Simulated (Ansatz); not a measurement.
**Ge (diamond structure), cut as [112] wire, round, centred on atom, 1.10 nm across, core Ge to 0.4 of the radius, shell Si**

Computed with PBE (plane waves to 420 eV, PAW; Ansatz, an electronic-structure program).

k-points: Γ-centred 1×1×4 mesh; occupations: Fermi-Dirac, 0.020 eV; spin polarisation not allowed. No spin-orbit coupling.

 The relaxation kept the symmetry of its start, so a lower minimum of less symmetry isn't excluded.

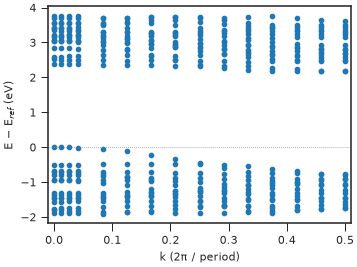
*Levels along the axis at 15 k-points, drawn as points, zero at the top of the valence band*

Electronic character: not metallic; Kohn-Sham band gap: 2.18 eV. Only levels within the plotted window are shown.
